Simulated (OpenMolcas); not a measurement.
# Zr³⁺ among point charges: CASSCF and CASPT2 levels and susceptibility

Aim: the splitting of the states of Zr³⁺ in the field of 6 point charges, its lowest levels with spin-orbit coupling and its magnetic susceptibility.

Program: OpenMolcas 26.06. Level of theory: state-averaged CASSCF and CASPT2, spin-orbit coupling by RASSI with atomic mean-field integrals. These are calculated values, not measurements, unless marked.

**1. The system**

* Species: Zr³⁺ (zirconium, Z = 40, 37 electrons)
* Basis: ANO-RCC-VDZP [6s5p3d1f], 43 functions
* Scalar Hamiltonian: DKH2, point nucleus
* Inactive shells: 1s 2s 2p 3s 3p 3d 4s 4p
* Active space: 1 electron in 5 orbitals (4d)
* Some configurations of this space: 4d
* Orbitals: optimised for each spin and parity, averaged over all roots

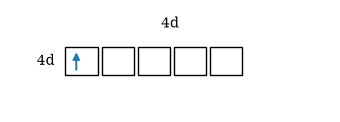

Outer shells as boxes.

The ion sits among 6 point charges of -1.5 e arranged as an octahedron (Oh), 2.34 Å from the ion.

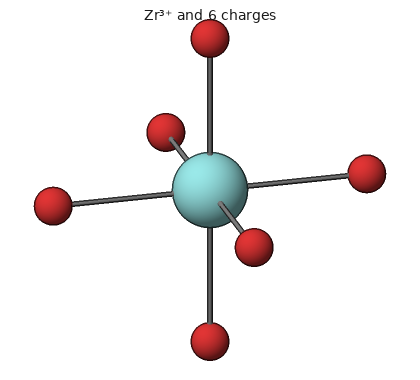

The ion and the point charges (red).

Each step is its own input file, run in one work folder so that later steps find the files of earlier ones. Labels, J, g values, rates, χT and fits are worked out afterwards by a script from the matrices that RASSI stores. The input lists half of the charges; inversion (Group=XYZ) makes the rest.

**2. GATEWAY and SEWARD: basis and integrals**

Contents of a.inp:

```
&GATEWAY
Coord
1

Zr 0.0 0.0 0.0
Basis=ANO-RCC-VDZP
Group=XYZ
NoMove
AngMom=0.0 0.0 0.0
AMFI
XField
3 Angstrom 0
2.340000 0.000000 0.000000 -1.500000
0.000000 2.340000 0.000000 -1.500000
0.000000 0.000000 2.340000 -1.500000
&SEWARD
```

Command:

```
$ OMP_NUM_THREADS=1 MOLCAS_MEM=1689 MOLCAS_PROJECT=a pymolcas a.inp > a.log
```

**3. Reference wave functions, doublets of even parity, 5 roots**

Contents of a.inp:

```
&RASSCF
FileOrb=start.orb
Symmetry=1
Spin=2
nActEl=1 0 0
Inactive=9 9
Ras2=5 0
CIRoot=5 5 1
SDav=5
CIMx=300
Iter=120 100
PrWF=0.3
OrbListing=Nothing
MaxOrb=0
>>> COPY $Project.JobIph JOB001
```

start.orb holds the contracted functions of the basis, ordered by shell, or the orbitals of the step before.

**4. State interaction with spin-orbit coupling**

Contents of a.inp:

```
&RASSI
NrOfJobIphs=1 5
1 2 3 4 5
IphNames
JOB001
EJob
SpinOrbit
DIPRint=1.0
SOCoupling=1000.0
Subsets=2
Property=9
'ANGMOM' 1 'ANGMOM' 2 'ANGMOM' 3 'MLTPL  1' 1 'MLTPL  1' 2 'MLTPL  1' 3
'AMFI' 1 'AMFI' 2 'AMFI' 3
SOProperty=3
'ANGMOM' 1 'ANGMOM' 2 'ANGMOM' 3
```

**5. CASPT2: IPEA 0.25, imaginary shift 0.1 (closed shells correlated: 4s 4p)**

Contents of a.inp:

```
>>> COPY JOB001 $Project.JobIph
&CASPT2
Multistate=5 1 2 3 4 5
NoMult
Frozen=8 6
IPEA=0.25
Imaginary=0.1
MaxIter=60
WThr=0.0 0.3 0.05
PrWF=0.5
NoMix
```

(Steps that only read results are left out.)

Before running it: what results should come out? Wanted: spin-free ground state; first state of the same spin within the active space; lowest level; next level.

**Answer**, as computed:

| quantity | value |
| --- | --- |
| method | SS-CASPT2, IPEA 0.25, imaginary shift 0.1 (closed shells correlated: 4s 4p) |
| spin-free ground state | 2T2, 3-fold in its orbital part |
| first state of the same spin within the active space | 2E at 9660 cm⁻¹ |
| lowest level | 4-fold Γ8 |
| next level | 735.2 cm⁻¹ |
| χT at 300 K | 0.21 cm³ K/mol |
| effective moment at 300 K | 1.31 μB |

Cost by method:

```csv
method,time of its own steps,time with the reference
A. CASSCF,1.4 s,1.4 s
"B. SS-CASPT2, IPEA 0.25, imaginary shift 0.1, +4s 4p",0.47 s,1.8 s
```

Times are of one thread on a shared host.

The spin-free ground state (2T2) comes to 100 % from free-ion D terms and keeps the highest spin of the shell. χT at 300 K is 0.21, against 0.38 cm³ K/mol for the spin alone, so orbital moment lowers it. A ligand-field fit to the states below 45000 cm-1 gives 10Dq = 9658 cm-1, the gap between the two states. CASPT2 does not keep the components of a term degenerate, and the means are used. The field of point charges can differ much from that of real complexes. This is an electrostatic model: the charges have no orbitals.
